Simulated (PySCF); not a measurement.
# BN2H5 (SMILES NBN) at B97-K/4-31G

What is the energy change on altering one bond length of BN2H5 at B97-K/4-31G? Input form: a Python script.

The results are computed with PySCF 2.14.0.

6 further runs of the same task are left out: 6 set aside as unsound or not needed.

## (1) The system as given

BN2H5 has 8 atoms, charge 0, and is taken as a singlet. As SMILES, `NBN`. Geometry: relaxed at PBE0-D4/def2-TZVP.

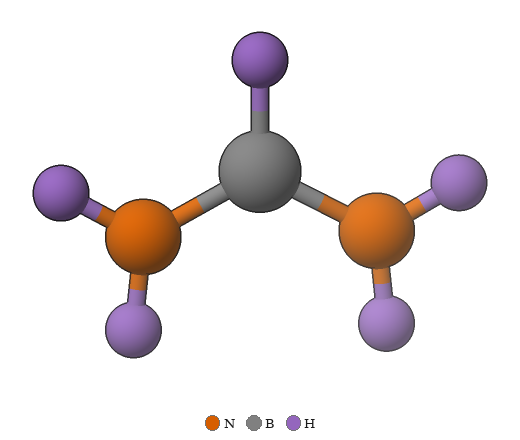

The structure, seen from a chosen angle (nitrogen orange, boron grey, hydrogen purple).

## (2) Energy and gradient at B97-K/4-31G

The input, run.py:

```python
import pyscf.grad
from pyscf import gto, dft

mol = gto.Mole()
mol.atom = '''
N       -0.971000       0.516500      -0.581100
B        0.194200       0.386600       0.200500
N        0.848200      -0.845200       0.401400
H       -1.426800      -0.244500      -1.053400
H       -1.423900       1.400900      -0.713700
H        0.649700       1.368600       0.718000
H        1.676700      -0.919800       0.960900
H        0.545000      -1.720300       0.011600
'''
mol.verbose = 4
mol.max_memory = 1860
mol.spin = 0
mol.basis = '4-31g'
mol.build()

mf = dft.RKS(mol)
mf.xc = 'b97-k'
mf.kernel()

energy = mf.e_tot
print('Final energy', energy)
grad = mf.Gradients().kernel()
```

Started as:

```bash
OMP_NUM_THREADS=1 python run.py
```

Output:

```text
PySCF version 2.14.0

[INPUT] num. atoms = 8
[INPUT] num. electrons = 24
[INPUT] charge = 0
[INPUT] spin (= nelec alpha-beta = 2S) = 0
[INPUT] symmetry False subgroup None
[INPUT] Mole.unit = angstrom
[INPUT] Symbol           X                Y                Z      unit          X                Y                Z       unit  Magmom
[INPUT]  1 N     -0.971000000000   0.516500000000  -0.581100000000 AA   -1.834924066953   0.976043543338  -1.098119850985 Bohr   0.0
[INPUT]  2 B      0.194200000000   0.386600000000   0.200500000000 AA    0.366984813391   0.730568119757   0.378890087975 Bohr   0.0
[INPUT]  3 N      0.848200000000  -0.845200000000   0.401400000000 AA    1.602865698856  -1.597196520482   0.758536066400 Bohr   0.0
[INPUT]  4 H     -1.426800000000  -0.244500000000  -1.053400000000 AA   -2.696261234529  -0.462038037456  -1.990637499617 Bohr   0.0
[INPUT]  5 H     -1.423900000000   1.400900000000  -0.713700000000 AA   -2.690781028768   2.647317327903  -1.348697535102 Bohr   0.0
[INPUT]  6 H      0.649700000000   1.368600000000   0.718000000000 AA    1.227755063130   2.586279174080   1.356823357438 Bohr   0.0
[INPUT]  7 H      1.676700000000  -0.919800000000   0.960900000000 AA    3.168503793058  -1.738170089375   1.815837833095 Bohr   0.0
[INPUT]  8 H      0.545000000000  -1.720300000000   0.011600000000 AA    1.029900737888  -3.250895852089   0.021920823045 Bohr   0.0

nuclear repulsion = 68.8525948483728
number of shells = 25
number of NR pGTOs = 80
number of NR cGTOs = 37
basis = 4-31g
ecp = {}

******** <class 'pyscf.dft.rks.RKS'> ********
method = RKS
initial guess = minao
damping factor = 0
level_shift factor = 0
DIIS = <class 'pyscf.scf.diis.CDIIS'>
diis_start_cycle = 1
diis_space = 8
diis_damp = 0
SCF conv_tol = 1e-09
SCF conv_tol_grad = None
SCF max_cycles = 50
direct_scf = True
direct_scf_tol = 1e-13
XC library pyscf.dft.libxc version 7.0.0
    S. Lehtola, C. Steigemann, M. J.T. Oliveira, and M. A.L. Marques.,  SoftwareX 7, 1–5 (2018)
XC functionals = b97-k
radial grids:
    Treutler-Ahlrichs [JCP 102, 346 (1995); DOI:10.1063/1.469408] (M4) radial grids

becke partition: Becke, JCP 88, 2547 (1988); DOI:10.1063/1.454033
pruning grids: <function nwchem_prune>
grids dens level: 3
symmetrized grids: False
atomic radii adjust function: <function treutler_atomic_radii_adjust>
small_rho_cutoff = 0
Set gradient conv threshold to 3.16228e-05
Initial guess from minao.
tot grids = 90896
init E= -137.412803429498
  HOMO = -0.293093430188312  LUMO = 0.0307103329783225  gap/eV = 8.81115
cycle= 1 E= -137.184571073078  delta_E= 0.228  |g|= 0.396  |ddm|= 2.43
  HOMO = -0.195085919730598  LUMO = 0.148451775521415  gap/eV = 9.34814
cycle= 2 E= -137.194380421214  delta_E= -0.00981  |g|= 0.36  |ddm|= 0.558
  HOMO = -0.264269224408586  LUMO = 0.129929012224764  gap/eV = 10.72668
cycle= 3 E= -137.221716990835  delta_E= -0.0273  |g|= 0.033  |ddm|= 0.256
  HOMO = -0.261899667932517  LUMO = 0.133321294662205  gap/eV = 10.75451
cycle= 4 E= -137.221973666006  delta_E= -0.000257  |g|= 0.00879  |ddm|= 0.0361
  HOMO = -0.261134528131815  LUMO = 0.133569163029958  gap/eV = 10.74043
cycle= 5 E= -137.221998122246  delta_E= -2.45e-05  |g|= 0.000494  |ddm|= 0.00991
  HOMO = -0.261288025304219  LUMO = 0.133446437093863  gap/eV = 10.74127
cycle= 6 E= -137.221998225552  delta_E= -1.03e-07  |g|= 5.26e-05  |ddm|= 0.000934
  HOMO = -0.261282671902701  LUMO = 0.133452346433362  gap/eV = 10.74129
cycle= 7 E= -137.221998226942  delta_E= -1.39e-09  |g|= 7.41e-06  |ddm|= 0.000143
  HOMO = -0.261281740489737  LUMO = 0.133452815522547  gap/eV = 10.74127
cycle= 8 E= -137.221998226968  delta_E= -2.63e-11  |g|= 2.54e-06  |ddm|= 1.8e-05
  HOMO = -0.261281475635252  LUMO = 0.133453023582644  gap/eV = 10.74127
Extra cycle  E= -137.221998226968  delta_E= 4.83e-13  |g|= 2.94e-06  |ddm|= 4e-06
converged SCF energy = -137.221998226968
Final energy -137.22199822696751

******** <class 'pyscf.grad.rks.Gradients'> for <class 'pyscf.dft.rks.RKS'> ********
unit = Eh/Bohr
grid_response = False
--------------- RKS gradients ---------------
         x                y                z
0 N     0.0049830297    -0.0016549303     0.0031108423
1 B    -0.0031395405    -0.0067987297    -0.0035751270
2 N    -0.0036473617     0.0046167505    -0.0015877445
3 H     0.0004942481     0.0023850082     0.0008355733
4 H     0.0008256073    -0.0023620722     0.0000858464
5 H     0.0010185154     0.0022006973     0.0011576113
6 H    -0.0019650200    -0.0002205877    -0.0014075216
7 H     0.0014211023     0.0018127859     0.0013723361
----------------------------------------------
```

It took 3.6 s on 1 thread of Arm Neoverse V1, shared host; peak memory 0.41 GiB.

## (3) The distorted shape

The input, calc.py:

```python
from pyscf import gto, dft

mol = gto.M(
    atom='''
N       -1.016290       0.604940      -0.594360
B        0.148910       0.475040       0.187240
N        0.802910      -0.756760       0.388140
H       -1.472090      -0.156060      -1.066660
H       -1.423900       1.400900      -0.713700
H        0.604410       1.457040       0.704740
H        1.631410      -0.831360       0.947640
H        0.499710      -1.631860      -0.001660
''',
    basis='4-31g',
    verbose=4,
    spin=0,
    charge=0,
    max_memory=1860,
)

mf = dft.RKS(mol)
mf.xc = 'b97-k'
mf.kernel()

energy = mf.e_tot
print('Final energy', energy)
grad = mf.nuc_grad_method().kernel()
```

Started as:

```bash
OMP_NUM_THREADS=1 python calc.py
```

Output:

```text
PySCF version 2.14.0

[INPUT] num. atoms = 8
[INPUT] num. electrons = 24
[INPUT] charge = 0
[INPUT] spin (= nelec alpha-beta = 2S) = 0
[INPUT] symmetry False subgroup None
[INPUT] Mole.unit = angstrom
[INPUT] Symbol           X                Y                Z      unit          X                Y                Z       unit  Magmom
[INPUT]  1 N     -1.016290000000   0.604940000000  -0.594360000000 AA   -1.920509763134   1.143170921794  -1.123177619396 Bohr   0.0
[INPUT]  2 B      0.148910000000   0.475040000000   0.187240000000 AA    0.281399117209   0.897695498213   0.353832319564 Bohr   0.0
[INPUT]  3 N      0.802910000000  -0.756760000000   0.388140000000 AA    1.517280002675  -1.430069142026   0.733478297989 Bohr   0.0
[INPUT]  4 H     -1.472090000000  -0.156060000000  -1.066660000000 AA   -2.781846930711  -0.294910659000  -2.015695268029 Bohr   0.0
[INPUT]  5 H     -1.423900000000   1.400900000000  -0.713700000000 AA   -2.690781028768   2.647317327903  -1.348697535102 Bohr   0.0
[INPUT]  6 H      0.604410000000   1.457040000000   0.704740000000 AA    1.142169366948   2.753406552536   1.331765589026 Bohr   0.0
[INPUT]  7 H      1.631410000000  -0.831360000000   0.947640000000 AA    3.082918096877  -1.571042710918   1.790780064683 Bohr   0.0
[INPUT]  8 H      0.499710000000  -1.631860000000  -0.001660000000 AA    0.944315041706  -3.083768473633  -0.003136945367 Bohr   0.0

nuclear repulsion = 69.3710836194386
number of shells = 25
number of NR pGTOs = 80
number of NR cGTOs = 37
basis = 4-31g
ecp = {}

******** <class 'pyscf.dft.rks.RKS'> ********
method = RKS
initial guess = minao
damping factor = 0
level_shift factor = 0
DIIS = <class 'pyscf.scf.diis.CDIIS'>
diis_start_cycle = 1
diis_space = 8
diis_damp = 0
SCF conv_tol = 1e-09
SCF conv_tol_grad = None
SCF max_cycles = 50
direct_scf = True
direct_scf_tol = 1e-13
XC library pyscf.dft.libxc version 7.0.0
    S. Lehtola, C. Steigemann, M. J.T. Oliveira, and M. A.L. Marques.,  SoftwareX 7, 1–5 (2018)
XC functionals = b97-k
radial grids:
    Treutler-Ahlrichs [JCP 102, 346 (1995); DOI:10.1063/1.469408] (M4) radial grids

becke partition: Becke, JCP 88, 2547 (1988); DOI:10.1063/1.454033
pruning grids: <function nwchem_prune>
grids dens level: 3
symmetrized grids: False
atomic radii adjust function: <function treutler_atomic_radii_adjust>
small_rho_cutoff = 0
Set gradient conv threshold to 3.16228e-05
[... 1 set-up line as earlier in the session ...]
tot grids = 90896
init E= -137.479403249707
  HOMO = -0.298578087066943  LUMO = 0.028750266605466  gap/eV = 8.90706
cycle= 1 E= -137.170770143868  delta_E= 0.309  |g|= 0.412  |ddm|= 2.44
  HOMO = -0.194432835876745  LUMO = 0.152863254669573  gap/eV = 9.45041
cycle= 2 E= -137.181016105799  delta_E= -0.0102  |g|= 0.373  |ddm|= 0.568
  HOMO = -0.265229944629783  LUMO = 0.134912519456922  gap/eV = 10.88843
cycle= 3 E= -137.209997131852  delta_E= -0.029  |g|= 0.0317  |ddm|= 0.261
  HOMO = -0.263078713010948  LUMO = 0.137775676958982  gap/eV = 10.90780
cycle= 4 E= -137.210237301221  delta_E= -0.00024  |g|= 0.00861  |ddm|= 0.0355
  HOMO = -0.262300838400546  LUMO = 0.138619860177753  gap/eV = 10.90961
cycle= 5 E= -137.210260611083  delta_E= -2.33e-05  |g|= 0.000667  |ddm|= 0.00974
  HOMO = -0.262435822563787  LUMO = 0.138512486048723  gap/eV = 10.91036
cycle= 6 E= -137.21026070778  delta_E= -9.67e-08  |g|= 0.000444  |ddm|= 0.00104
  HOMO = -0.262448609331783  LUMO = 0.138498861688935  gap/eV = 10.91034
cycle= 7 E= -137.210260749673  delta_E= -4.19e-08  |g|= 6.97e-05  |ddm|= 0.000347
  HOMO = -0.262444115735315  LUMO = 0.138504437488295  gap/eV = 10.91037
cycle= 8 E= -137.210260750848  delta_E= -1.17e-09  |g|= 4.22e-06  |ddm|= 7.88e-05
  HOMO = -0.262443508408121  LUMO = 0.138504666091912  gap/eV = 10.91036
cycle= 9 E= -137.210260750857  delta_E= -8.58e-12  |g|= 7.04e-07  |ddm|= 9.97e-06
  HOMO = -0.262443405263682  LUMO = 0.138504782896668  gap/eV = 10.91036
Extra cycle  E= -137.210260750857  delta_E= -5.12e-13  |g|= 5.01e-07  |ddm|= 1.33e-06
converged SCF energy = -137.210260750857
Final energy -137.21026075085712

******** <class 'pyscf.grad.rks.Gradients'> for <class 'pyscf.dft.rks.RKS'> ********
unit = Eh/Bohr
grid_response = False
--------------- RKS gradients ---------------
         x                y                z
0 N    -0.0525761542     0.1122328983    -0.0134346017
1 B    -0.0031835150    -0.0041896272    -0.0030700331
2 N    -0.0039156368     0.0041230445    -0.0018752236
3 H    -0.0013672840     0.0039094503    -0.0001426469
4 H     0.0603535405    -0.1197793975     0.0172755680
5 H     0.0011768592     0.0020600246     0.0012385812
6 H    -0.0019772006    -0.0001169006    -0.0013946945
7 H     0.0014750676     0.0017367923     0.0013942119
----------------------------------------------
```

Wall time 3.9 s (1 thread of Arm Neoverse V1, shared host); peak memory 0.41 GiB.

## (4) Summary of results

At B97-K/4-31G:

| quantity | value |
| --- | --- |
| first shape: total energy | -137.22200 Eh |
| first shape: dipole moment | 1.47 D |
| first shape: HOMO energy | -7.11 eV |
| first shape: LUMO energy | 3.63 eV |
| first shape: HOMO–LUMO gap | 10.74 eV |
| first shape: largest force on an atom | 0.427 eV/Å |
| distorted shape: total energy | -137.21026 Eh |
| distorted shape: dipole moment | 1.49 D |
| distorted shape: HOMO energy | -7.14 eV |
| distorted shape: LUMO energy | 3.77 eV |
| distorted shape: HOMO–LUMO gap | 10.91 eV |
| distorted shape: largest force on an atom | 6.954 eV/Å |
| energy change with the N1–H5 bond shortened from 1.002 to 0.902 Å | 0.319 eV |

What this shows: With the N1–H5 bond shortened from 1.002 to 0.902 Å the energy rises by 0.32 eV (30.8 kJ/mol). The first shape isn't relaxed at this level, so the change isn't measured from a minimum. The largest force (first shape) is 0.43 eV/Å: the shape isn't a stationary point for this species at this level. Mulliken charges (distorted shape) run from -0.91 on N3 to +0.69 on B2; they depend strongly on the basis.
